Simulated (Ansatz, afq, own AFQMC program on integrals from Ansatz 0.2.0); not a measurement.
# SiHO (doublet): AFQMC on the coupled-cluster ladder at scale of all distances = 0.894, cc-pVDZ

How near does AFQMC come to the top of the ladder for SiHO (doublet)?

Computed with Ansatz 0.2.0, Gaussian basis, and an in-house AFQMC program (afq) on its integrals; all values are calculated. Level: cc-pVDZ, frozen cores.

Plan: PBE (unrestricted); r2SCAN (unrestricted); PBE0 (unrestricted); B3LYP (unrestricted); wB97M-V (unrestricted); B2PLYP (unrestricted); CCSD(T) on UHF; CCSDT(Q) on UHF; Phaseless AFQMC, single-determinant trial on UHF; Free-projection AFQMC, CISD trial on UHF.

10 further runs of the same task are left out: 2 that didn't finish, 8 set aside as unsound or not needed.

### Step 1. The geometry

The geometry derives from a PBE0/def2-TZVP stationary point (not a proven minimum). All distances are scaled together.

3 atoms, charge 0, spin multiplicity 2.

Atoms are counted from 1 here; the program's logs count them from 0.

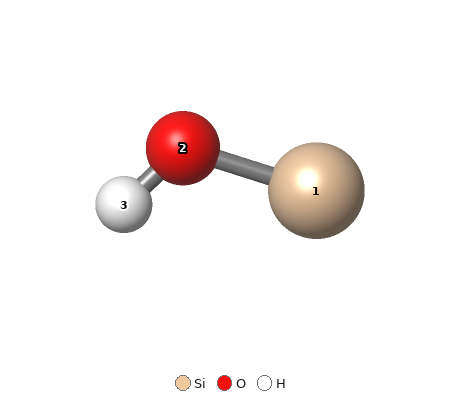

The structure; silicon light orange, oxygen red, hydrogen white; atoms are numbered from 1 in the order of the file.

### Step 2. PBE (unrestricted)

The input, in.yaml:

```yaml
crystal:
  periodic: [false, false, false]
  atoms:
    - {symbol: Si, position_ang: [0.000000, 0.027675, 0.565235]}
    - {symbol: O, position_ang: [0.000000, -0.088326, -0.905500]}
    - {symbol: H, position_ang: [0.000000, 0.630879, -1.376520]}
basis:
  gaussian: {orbitals: cc-pVDZ}
magnetization: {spin_polarized: true, initial_magnetization: 1}
hamiltonian: {xc: {name: PBE}}
output: {orbitals: {seedname: orbitals}}
```

On the command line:

```
> ansatz run in.yaml --threads 1 --pin off --events-out ev --progress --plain --max-ram 1382MiB
```

The program printed:

```text
Functional definition: PBE
  name "PBE"
  cite "Perdew, Burke & Ernzerhof, Phys. Rev. Lett. 77, 3865 (1996) doi:10.1103/PhysRevLett.77.3865"
  parent pbe
  parameter kappa = 0.804
  parameter beta = 0.06672455060314922
  exchange = pbe_x(kappa = kappa, mu = beta*pi^2/3)
  correlation = pbe_c(beta = beta)
431 factors; their error is unknown
mean field evaluation 1: about -9926.4092 eV, gradient 4.1e1 eV
mean field evaluation 2: about -9885.5342 eV, gradient 1.0e2 eV
mean field evaluation 4: about -9932.0323 eV, gradient 2.9e0 eV
mean field evaluation 8: about -9932.0729 eV, gradient 1.5e-2 eV
mean field evaluation 16: about -9932.0729 eV, gradient 3.7e-5 eV
mean field evaluation 32: about -9931.7585 eV, gradient 2.6e0 eV
mean field -9932.07287591 eV, -364.9969459890 hartree, gradient 2.0e-5 eV, S^2 0.754096; 4 other end points of the search recorded, 0 dependent functions left out
reference -9932.07289945 eV, -364.9969468540 hartree; 12, 11 occupied and 25, 26 virtual orbitals, 431 factors
Total energy: -9932.07289945 eV, -364.9969468540 hartree
```

Wall time 1.1 s (1 thread of Intel Xeon Platinum 8488C (Sapphire Rapids), shared host).

From the report: ⟨S²⟩ of the determinant 0.754 (pure doublet: 0.75).

### Step 3. r2SCAN (unrestricted)

in.yaml, as its differences from that of step 2:

```diff
@@ -9,3 +9,2 @@
 magnetization: {spin_polarized: true, initial_magnetization: 1}
-hamiltonian: {xc: {name: PBE}}
-output: {orbitals: {seedname: orbitals}}
+hamiltonian: {xc: {name: r2SCAN}}
```

Same command.

The program printed:

```text
Functional definition: r2SCAN
  name "r2SCAN"
  cite "Furness, Kaplan, Ning, Perdew & Sun, J. Phys. Chem. Lett. 11, 8208 (2020) doi:10.1021/acs.jpclett.0c02405"
  cite "Furness, Kaplan, Ning, Perdew & Sun, J. Phys. Chem. Lett. 11, 9248 (2020) doi:10.1021/acs.jpclett.0c03077"
  parent r2scan
  parameter k0 = 0.174
  parameter k1 = 0.065
  parameter a1 = 4.9479
  exchange = r2scan_x(k0 = k0, k1 = k1, a1 = a1)
  correlation = r2scan_c
431 factors; their error is unknown
mean field evaluation 1: about -9931.7770 eV, gradient 3.8e1 eV
mean field evaluation 2: about -9907.0107 eV, gradient 8.4e1 eV
mean field evaluation 4: about -9936.5680 eV, gradient 1.8e0 eV
mean field evaluation 8: about -9936.5734 eV, gradient 1.4e-2 eV
mean field evaluation 16: about -9936.5734 eV, gradient 5.9e-5 eV
mean field evaluation 32: about -9936.1417 eV, gradient 4.7e-1 eV
mean field -9936.57343396 eV, -365.1623384465 hartree, gradient 1.3e-5 eV, S^2 0.758125; 4 other end points of the search recorded, 0 dependent functions left out
reference -9936.57344216 eV, -365.1623387479 hartree; 12, 11 occupied and 25, 26 virtual orbitals, 431 factors
Total energy: -9936.57344216 eV, -365.1623387479 hartree
```

It took 3.2 s on 1 thread of Intel Xeon Platinum 8488C (Sapphire Rapids), shared host.

From the report: ⟨S²⟩ of the determinant 0.758 (pure doublet: 0.75).

### Step 4. PBE0 (unrestricted)

in.yaml, as its differences from that of step 3:

```diff
@@ -9,2 +9,3 @@
 magnetization: {spin_polarized: true, initial_magnetization: 1}
-hamiltonian: {xc: {name: r2SCAN}}
+hamiltonian: {xc: {name: PBE0}}
+output: {orbitals: {seedname: orbitals}}
```

Launched as before.

The program printed:

```text
Functional definition: PBE0
  name "PBE0"
  cite "Adamo & Barone, J. Chem. Phys. 110, 6158 (1999) doi:10.1063/1.478522"
  cite "Perdew, Burke & Ernzerhof, Phys. Rev. Lett. 77, 3865 (1996) doi:10.1103/PhysRevLett.77.3865"
  parent pbe
  parameter a = 0.25
  parameter kappa = 0.804
  parameter beta = 0.06672455060314922
  exchange = (1 - a)*pbe_x(kappa = kappa, mu = beta*pi^2/3) + a*exact_x
  correlation = pbe_c(beta = beta)
354 factors; integrals over basis functions are off by at most 1.3e-3 eV
mean field evaluation 1: about -9928.8310 eV, gradient 3.5e1 eV
mean field evaluation 2: about -9919.8343 eV, gradient 5.9e1 eV
mean field evaluation 4: about -9932.8088 eV, gradient 7.4e-1 eV
mean field evaluation 8: about -9932.8942 eV, gradient 4.6e-2 eV
mean field evaluation 16: about -9932.8942 eV, gradient 2.9e-5 eV
mean field -9932.89421914 eV, -365.0271297958 hartree, gradient 1.1e-5 eV, S^2 0.756067; 1 other end points of the search recorded, 0 dependent functions left out
reference -9932.89423692 eV, -365.0271304494 hartree; 12, 11 occupied and 25, 26 virtual orbitals, 354 factors
Total energy: -9932.89423692 eV, -365.0271304494 hartree
```

Wall time 1.3 s (1 thread of Intel Xeon Platinum 8488C (Sapphire Rapids), shared host).

From the report: ⟨S²⟩ of the determinant 0.756 (pure doublet: 0.75).

### Step 5. B3LYP (unrestricted)

in.yaml, as its differences from that of step 4:

```diff
@@ -9,3 +9,2 @@
 magnetization: {spin_polarized: true, initial_magnetization: 1}
-hamiltonian: {xc: {name: PBE0}}
-output: {orbitals: {seedname: orbitals}}
+hamiltonian: {xc: {name: B3LYP}}
```

Launched as before.

The program printed, shortened:

```text
Functional definition: B3LYP
  name "B3LYP"
  cite "Stephens, Devlin, Chabalowski & Frisch, J. Phys. Chem. 98, 11623 (1994) doi:10.1021/j100096a001"
  cite "Becke, Phys. Rev. A 38, 3098 (1988) doi:10.1103/PhysRevA.38.3098"
  cite "Lee, Yang & Parr, Phys. Rev. B 37, 785 (1988) doi:10.1103/PhysRevB.37.785"
  cite "Vosko, Wilk & Nusair, Can. J. Phys. 58, 1200 (1980) doi:10.1139/p80-159"
[...]
354 factors; integrals over basis functions are off by at most 1.3e-3 eV
[...]
mean field -9938.91081487 eV, -365.2482356108 hartree, gradient 7.8e-6 eV, S^2 0.754142; 1 other end points of the search recorded, 0 dependent functions left out
reference -9938.91096902 eV, -365.2482412758 hartree; 12, 11 occupied and 25, 26 virtual orbitals, 354 factors
Total energy: -9938.91096902 eV, -365.2482412758 hartree
```

Run time: 1 s. Hardware: 1 thread of Intel Xeon Platinum 8488C (Sapphire Rapids), shared host.

From the report: ⟨S²⟩ of the determinant 0.754 (pure doublet: 0.75).

### Step 6. wB97M-V (unrestricted)

in.yaml, as its differences from that of step 5:

```diff
@@ -9,2 +9,3 @@
 magnetization: {spin_polarized: true, initial_magnetization: 1}
-hamiltonian: {xc: {name: B3LYP}}
+hamiltonian: {xc: {name: wB97M-V}}
+output: {orbitals: {seedname: orbitals}}
```

The command is unchanged.

The program printed, shortened:

```text
Functional definition: wB97M-V
  name "wB97M-V"
  cite "Mardirossian & Head-Gordon, J. Chem. Phys. 144, 214110 (2016) doi:10.1063/1.4952647"
  cite "Becke, J. Chem. Phys. 107, 8554 (1997) doi:10.1063/1.475007"
  cite "Vydrov & Van Voorhis, J. Chem. Phys. 133, 244103 (2010) doi:10.1063/1.3521275"
  # Of w^i u^j: cxij and so on, Table III.
[...]
  gx(w, u) = 1 - cx + cx01*u + cx10*w
  gss(w, u) = css00 + css04*u^4 + css10*w + css20*w^2 + css43*w^4*u^3
  gos(w, u) = cos00 + cos10*w + (cos20 + cos21*u)*w^2 + (cos60 + cos61*u)*w^6
[...]
      + integral(e_c_pw_mod_opposite_spin*gos(b97_w_opposite, b97_u_opposite)) + vv10(b, c)
354 factors; integrals over basis functions are off by at most 1.3e-3 eV
108 factors; integrals over basis functions are off by at most 1.2e-5 eV
[...]
mean field -9937.33599003 eV, -365.1903618654 hartree, gradient 1.1e-5 eV, S^2 0.751135; 1 other end points of the search recorded, 0 dependent functions left out
reference -9937.33601669 eV, -365.1903628452 hartree; 12, 11 occupied and 25, 26 virtual orbitals, 354 factors
Total energy: -9937.33601669 eV, -365.1903628452 hartree
```

Run time: 3.5 s. Hardware: 1 thread of Intel Xeon Platinum 8488C (Sapphire Rapids), shared host.

From the report: ⟨S²⟩ of the determinant 0.751 (pure doublet: 0.75).

### Step 7. B2PLYP (unrestricted)

in.yaml, as its differences from that of step 6:

```diff
@@ -9,3 +9,3 @@
 magnetization: {spin_polarized: true, initial_magnetization: 1}
-hamiltonian: {xc: {name: wB97M-V}}
-output: {orbitals: {seedname: orbitals}}
+hamiltonian: {xc: {name: B2PLYP}}
+correlation: {electrons: outside_noble_gas}
```

The command is unchanged.

The program printed, shortened:

```text
Functional definition: B2PLYP
  name "B2PLYP"
  cite "Grimme, J. Chem. Phys. 124, 034108 (2006) doi:10.1063/1.2148954"
  cite "Becke, Phys. Rev. A 38, 3098 (1988) doi:10.1103/PhysRevA.38.3098"
  cite "Lee, Yang & Parr, Phys. Rev. B 37, 785 (1988) doi:10.1103/PhysRevB.37.785"
[...]
354 factors; integrals over basis functions are off by at most 1.3e-3 eV
[...]
mean field -9931.10745242 eV, -364.9614673301 hartree, gradient 2.8e-6 eV, S^2 0.758233; 2 other end points of the search recorded, 0 dependent functions left out
6 core orbitals not correlated: weight in the atoms' cores, before any rotation towards them, 1.000 or more for the frozen orbitals, at most 0.000 for the correlated occupied ones
reference -9931.10755038 eV, -364.9614709299 hartree; 6, 5 occupied and 25, 26 virtual orbitals, 354 factors
second order -8.08832597 eV of doubles, -0.00000000 eV of singles
Total energy: -9933.29139839 eV, -365.0417258641 hartree
```

It took 0.93 s on 1 thread of Intel Xeon Platinum 8488C (Sapphire Rapids), shared host.

From the report: ⟨S²⟩ of the determinant 0.758 (pure doublet: 0.75).

### Step 8. CCSD(T) on UHF

in.yaml, as its differences from that of step 7:

```diff
@@ -9,3 +9,2 @@
 magnetization: {spin_polarized: true, initial_magnetization: 1}
-hamiltonian: {xc: {name: B2PLYP}}
-correlation: {electrons: outside_noble_gas}
+correlation: {method: ccsd_t, electrons: outside_noble_gas, hamiltonian_folder: ham}
```

The command is unchanged.

The program printed, shortened:

```text
Functional definition: HF
  name "HF"
  cite "Fock, Z. Phys. 61, 126 (1930) doi:10.1007/BF01340294"
  parent pbe
[...]
354 factors; integrals over basis functions are off by at most 1.3e-3 eV
[...]
mean field -9913.47668366 eV, -364.3135485286 hartree, gradient 3.8e-6 eV, S^2 0.769399; 8 other end points of the search recorded, 0 dependent functions left out
determinant -9913.47668366 eV, -364.3135485286 hartree, with singles and doubles -9920.63693975 eV, -364.5766830866 hartree
determinant -9913.02384542 eV, -364.2969070302 hartree, with singles and doubles -9920.16473230 eV, -364.5593297829 hartree
determinant -9913.47668366 eV, -364.3135485286 hartree, with singles and doubles -9920.63704638 eV, -364.5766870052 hartree
determinant -9913.02384542 eV, -364.2969070302 hartree, with singles and doubles -9920.16488829 eV, -364.5593355154 hartree
6 core orbitals not correlated: weight in the atoms' cores, before any rotation towards them, 1.000 or more for the frozen orbitals, at most 0.000 for the correlated occupied ones
reference -9913.47668366 eV, -364.3135485286 hartree; 6, 5 occupied and 25, 26 virtual orbitals, 354 factors
second order -6.61860895 eV of doubles, -0.00000000 eV of singles
cycle   1  -7.16036466 eV  change   -1.9e-6 eV  update   3.7e-6
perturbative correction -0.15614239 eV, -0.0057381271 hartree
Total energy: -9920.79319071 eV, -364.5824252034 hartree
```

Wall time 1.7 s (1 thread of Intel Xeon Platinum 8488C (Sapphire Rapids), shared host).

From the report: ⟨S²⟩ of the determinant 0.769 (pure doublet: 0.75); correlation -7.3165 eV; T1 0.017; largest double amplitude 0.10.

This run also writes the integrals to the folder ham.

### Step 9. CCSDT(Q) on UHF

in.yaml, as its differences from that of step 8:

```diff
@@ -9,2 +9,2 @@
 magnetization: {spin_polarized: true, initial_magnetization: 1}
-correlation: {method: ccsd_t, electrons: outside_noble_gas, hamiltonian_folder: ham}
+correlation: {method: ccsdt_q, electrons: outside_noble_gas}
```

Same command.

The program printed, shortened:

```text
Functional definition: HF
  name "HF"
  cite "Fock, Z. Phys. 61, 126 (1930) doi:10.1007/BF01340294"
  parent pbe
[...]
662 factors; integrals over basis functions are off by at most 1.4e-7 eV
[...]
mean field -9913.47682800 eV, -364.3135538330 hartree, gradient 3.9e-6 eV, S^2 0.769400; 8 other end points of the search recorded, 0 dependent functions left out
determinant -9913.47682800 eV, -364.3135538330 hartree, with singles and doubles -9920.63709771 eV, -364.5766888916 hartree
determinant -9913.02400780 eV, -364.2969129977 hartree, with singles and doubles -9920.16490615 eV, -364.5593361719 hartree
determinant -9913.47682800 eV, -364.3135538330 hartree, with singles and doubles -9920.63720451 eV, -364.5766928163 hartree
determinant -9913.02400780 eV, -364.2969129977 hartree, with singles and doubles -9920.16506157 eV, -364.5593418835 hartree
6 core orbitals not correlated: weight in the atoms' cores, before any rotation towards them, 1.000 or more for the frozen orbitals, at most 0.000 for the correlated occupied ones
reference -9913.47682800 eV, -364.3135538330 hartree; 6, 5 occupied and 25, 26 virtual orbitals, 662 factors
second order -6.61863891 eV of doubles, -0.00000000 eV of singles
cycle   1  -6.87716996 eV  change   -2.6e-1 eV  update   8.1e-2
[...]
cycle  16  -7.33002758 eV  change   -2.3e-7 eV  update   3.4e-7
perturbative correction -0.01665715 eV, -0.0006121391 hartree
Total energy: -9920.82351273 eV, -364.5835395172 hartree
```

Run time: 13 s. Hardware: 1 thread of Intel Xeon Platinum 8488C (Sapphire Rapids), shared host; peak memory 0.27 GiB.

From the report: ⟨S²⟩ of the determinant 0.769 (pure doublet: 0.75); correlation -7.3467 eV; T1 0.017; largest double amplitude 0.11.

### Step 10. Phaseless AFQMC, single-determinant trial on UHF

It reads the integrals that the CCSD(T) run on this determinant wrote.

On the command line:

```
> afq ham --method phaseless --trial hf --walkers 120 --populations 1 --least-time 40 --time-step 0.005 --steps-per-block 20 --equilibration-blocks 112 --max-blocks 600 --target-error 0.0012000000000000001 --factor-cut 1e-05 --start spin_pure --seed 4649 --taylor-order 6
```

The program printed:

```text
orbitals 31  electrons 6 5  factors 232 of 354
reference energy -364.31354853 Eh
CCSD correlation -0.26313858 Eh in 11 cycles, weight of the determinant in the CISD state 0.8973
energy of the start -364.313826 Eh
 block  time / (1/Eh)  mean weight  energy / Eh
     1     0.100  1.0014  -364.402527
     2     0.200  1.0040  -364.460020
     3     0.300  1.0020  -364.482527
     4     0.400  0.9992  -364.495223
     5     0.500  1.0013  -364.494754
     6     0.600  1.0020  -364.504184
     7     0.700  0.9997  -364.524659
     8     0.800  1.0005  -364.531556
     9     0.900  1.0013  -364.544770
    10     1.000  1.0000  -364.538406
    18     1.800  1.0013  -364.584815
    35     3.500  0.9998  -364.604366
    52     5.200  0.9993  -364.587912
    69     6.900  0.9991  -364.598502
    86     8.600  1.0003  -364.590352
   103    10.300  0.9990  -364.589820
   120    12.000  1.0019  -364.592694
   137    13.700  1.0008  -364.576055
   154    15.400  1.0007  -364.601593
   171    17.100  1.0010  -364.587804
   188    18.800  1.0007  -364.568177
   205    20.500  0.9993  -364.562695
   222    22.200  0.9995  -364.568795
   239    23.900  0.9999  -364.596672
   256    25.600  1.0010  -364.554300
   273    27.300  1.0013  -364.558396
   290    29.000  1.0009  -364.613002
   307    30.700  0.9996  -364.562999
   324    32.400  1.0000  -364.608294
   341    34.100  1.0017  -364.617418
   358    35.800  0.9995  -364.623059
   375    37.500  0.9981  -364.572643
   392    39.200  0.9997  -364.616046
   409    40.900  1.0017  -364.551953
   426    42.600  0.9983  -364.583570
   443    44.300  1.0001  -364.578425
   460    46.000  0.9999  -364.607526
   477    47.700  0.9999  -364.558635
   494    49.400  1.0012  -364.564148
   511    51.100  0.9991  -364.637453
   528    52.800  0.9996  -364.587946
   545    54.500  1.0016  -364.588294
   562    56.200  0.9981  -364.546222
   579    57.900  0.9967  -364.555151
   596    59.600  1.0003  -364.641086
   613    61.300  0.9986  -364.561099
   630    63.000  1.0025  -364.561428
   647    64.700  1.0009  -364.579825
   664    66.400  0.9982  -364.607860
   681    68.100  1.0008  -364.591414
   698    69.800  0.9990  -364.593316
blocks merged  error / Eh  count
     1  0.000995  600
     2  0.001290  300
     4  0.001649  150
     8  0.002066  75
    16  0.002419  37
    32  0.002834  18
    64  0.003495  9
energy -364.585469 +/- 0.002834 Eh
```

Run time: 3.6 min. Hardware: 1 thread of Intel Xeon Platinum 8488C (Sapphire Rapids), shared host.

Energy -9920.8760 ± 0.0771 eV. Caveats: constraint bias not in the error; error above the target. The error still grows with block length (0.0658 to 0.0951 eV), so the bar may be too small.

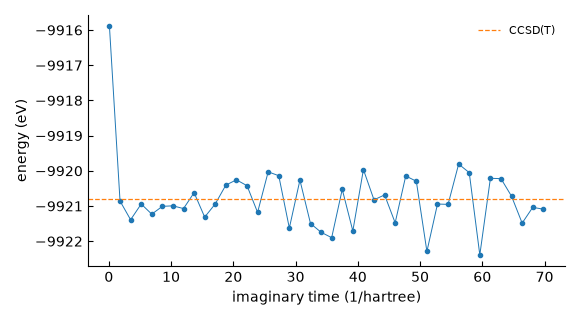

Block energies along the walk.

### Step 11. Free-projection AFQMC, CISD trial on UHF

It reads the integrals that the CCSD(T) run on this determinant wrote.

On the command line:

```
> afq ham --method free --trial cisd --walkers 60 --time-step 0.03 --max-blocks 80 --target-error 0.0004 --factor-cut 1e-05 --seed 7258 --times 0,0.21,0.42,0.81,1.2,1.8,2.4,3 --taylor-order 8
```

The program printed:

```text
orbitals 31  electrons 6 5  factors 232 of 354
reference energy -364.31354853 Eh
CCSD correlation -0.26313858 Eh in 11 cycles, weight of the determinant in the CISD state 0.8973
repeat  energy at the last time / Eh  error
    10  -364.582295  0.000517
    20  -364.583289  0.000634
    30  -364.583755  0.000641
    40  -364.583744  0.000591
    50  -364.583852  0.000544
    60  -364.583638  0.000493
    70  -364.583574  0.000482
    80  -364.583375  0.000448
time / (1/Eh)  energy / Eh  error  mean overlap
  0.00  -364.576907  0.000286  1.1141
  0.21  -364.580253  0.000247  1.1151
  0.42  -364.581276  0.000287  1.1218
  0.81  -364.582919  0.000319  1.1103
  1.20  -364.582608  0.000355  1.1228
  1.80  -364.583443  0.000428  1.1221
  2.40  -364.583608  0.000462  1.1129
  3.00  -364.583375  0.000448  1.1321
energy -364.583375 +/- 0.000448 Eh
```

It took 2.9 min on 1 thread of Intel Xeon Platinum 8488C (Sapphire Rapids), shared host.

Energy -9920.8190 ± 0.0122 eV. Caveats: remainder of the start not in the error.

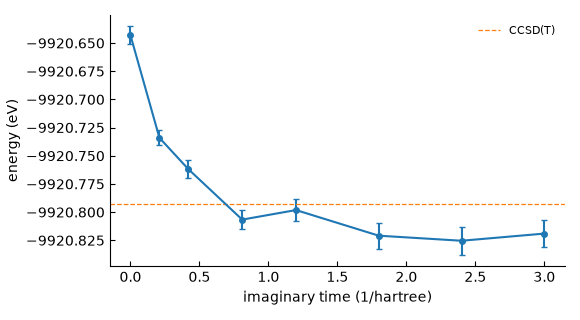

Energy against projection time, with error bars.

### Step 12. All levels side by side

On the UHF determinant, counted from CCSDT(Q) (a yardstick, not exact):

| level | energy (eV) | from CCSDT(Q) (kcal/mol) | statistical error (kcal/mol) | time |
| --- | --- | --- | --- | --- |
| HF | -9913.4767 | +169.42 |  |  |
| MP2 | -9920.0953 | +16.79 |  |  |
| CCSD | -9920.6370 | +4.30 |  |  |
| CCSD(T) | -9920.7932 | +0.70 |  |  |
| CCSDT(Q) | -9920.8235 | 0.00 |  |  |
| Phaseless AFQMC, single-determinant trial, step 0.005, 120 walkers | -9920.8760 | -1.21 | 1.78 | 3.6 min |
| Free-projection AFQMC, CISD trial, step 0.03, 60 walkers | -9920.8190 | +0.10 | 0.28 | 2.9 min |

The functionals' totals stand on their own zeros and serve differences with other points: PBE -9932.073 eV; r2SCAN -9936.573 eV; PBE0 -9932.894 eV; B3LYP -9938.911 eV; wB97M-V -9937.336 eV; B2PLYP -9933.291 eV.

### Step 13. Summary of results

| quantity | value |
| --- | --- |
| CCSD(T) on UHF from CCSDT(Q) | +0.70 kcal/mol |
| Phaseless AFQMC, single-determinant trial on UHF from CCSDT(Q) | -1.21 ± 1.78 kcal/mol |
| Free-projection AFQMC, CISD trial on UHF from CCSDT(Q) | +0.10 ± 0.28 kcal/mol |

In words: Free projection has no constraint; at the last time it gives +0.10 ± 0.28 kcal/mol, and from a start that isn't spin pure other spins can mix in. Error bars are statistical and leave out the constraint, the time step and what remains of the start.
